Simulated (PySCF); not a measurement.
## Electronic structure of WC (triplet) in real space

```xyz
2

W     0.0000    0.0000   -0.1028
C     0.0000    0.0000    1.5762
```

Method: PySCF 2.14.0, PBE0/x2c-TZVPPall, spin-free X2C-1e, Gaussian nucleus, at a bond length of 1.679 Å.

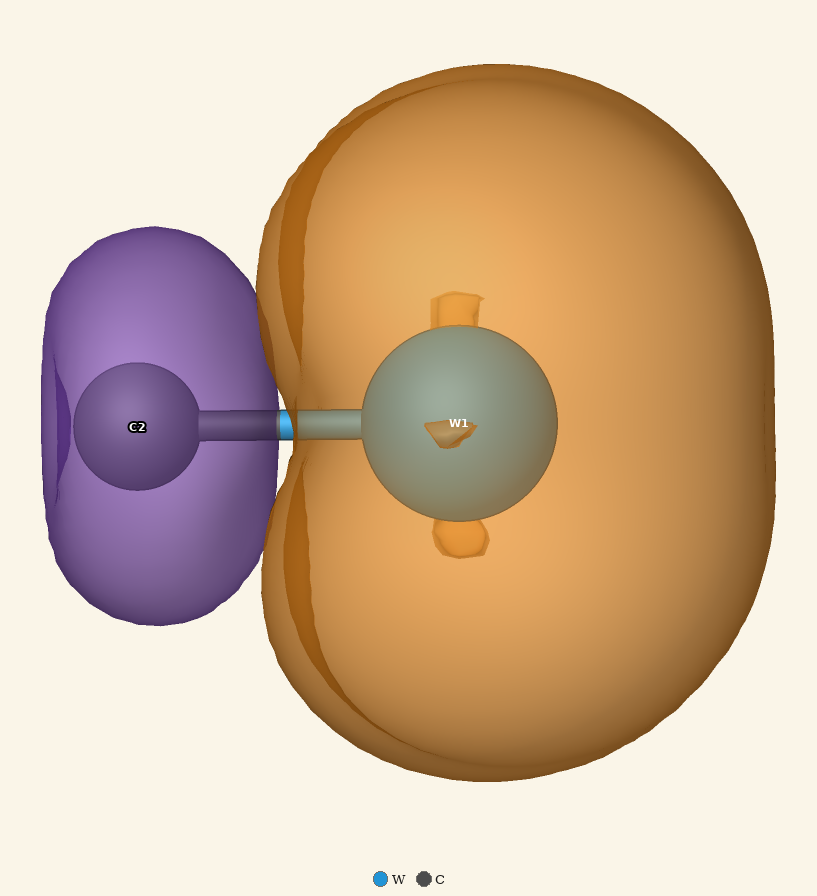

Figure 1. Isosurfaces of the spin density (α minus β) at +0.02 (orange) and −0.02 e/Å³ (purple), seen from one side.

Q: Where is the unpaired spin?

A: The unpaired spin (2 electrons) lies mostly on W1 (about 2.1), in electrons by Hirshfeld's partition, with opposite, polarisation-induced spin on C2.

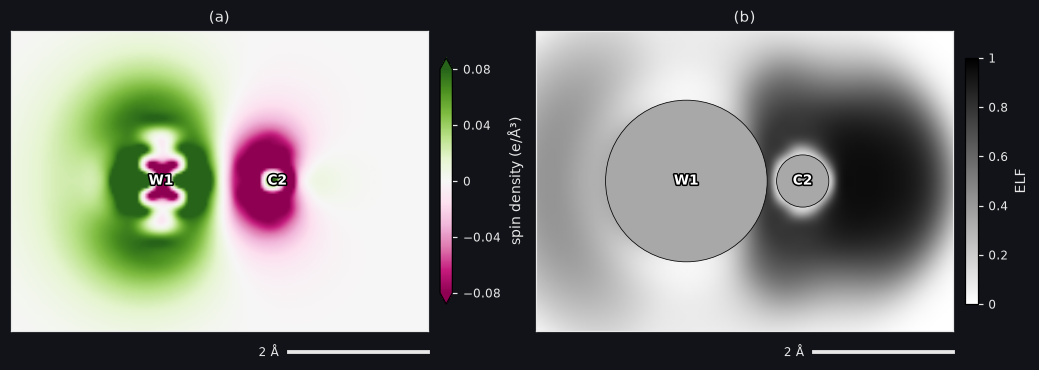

Figure 2. (a) spin density (α minus β); (b) electron localisation function on a plane that holds the molecular axis. Grey discs cover the atomic cores in the ELF map.

Q: What do the fields say about this system?

A: Atoms in the plane: W and C.
C–W (1.68 Å): the ELF peaks at about 0.75 in the valence shell of C, 0.5 Å from its nucleus, and is about 0.45 at the midpoint.

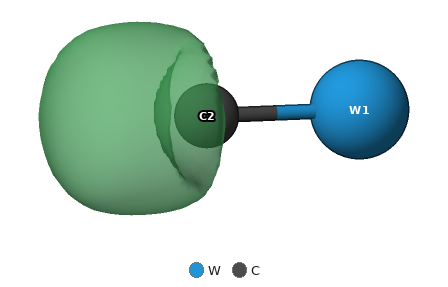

Figure 3. Isosurface of the ELF at 0.8 (green), seen from one side. Only the valence region is drawn (cores and ρ < 0.01 e/Å³ removed).

Q: Identify the bonds, lone pairs and shells in this picture.

A: The surface consists of one lobe on C, pointing away from the bonds (non-bonding electrons).
